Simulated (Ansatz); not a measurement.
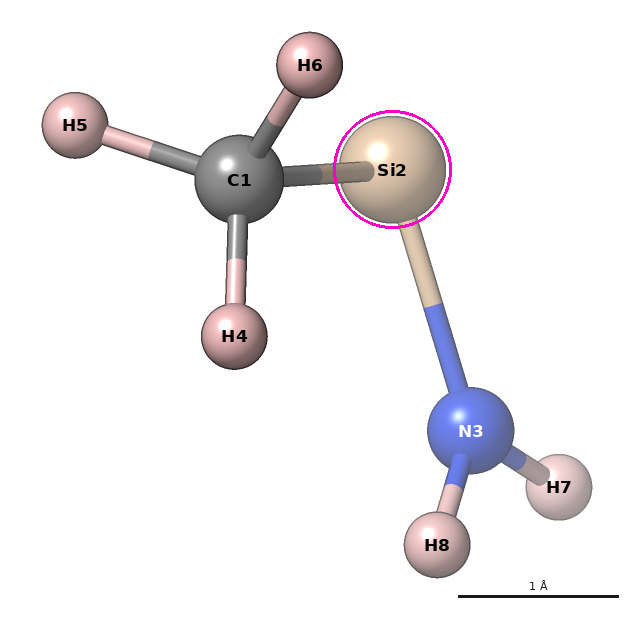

The picture comes from a calculation with Ansatz.

Orthographic view. Depth is shown by fading: the farther an atom, the more it takes the colour of the background. Geometry: relaxed with PBE0-D4/def2-TZVP with one coordinate held away from its value at the minimum.

> Which atoms are bonded to the circled atom?

The circled atom is Si2; it is bonded to C1, N3.

> Which atom is farthest from the viewer?

H7, 1.8 Å behind the mean position.

> Of N3 and H8, which is nearer the viewer?

H8; the bond to N3 points away from the viewer, so it looks shorter than its 1.01 Å.
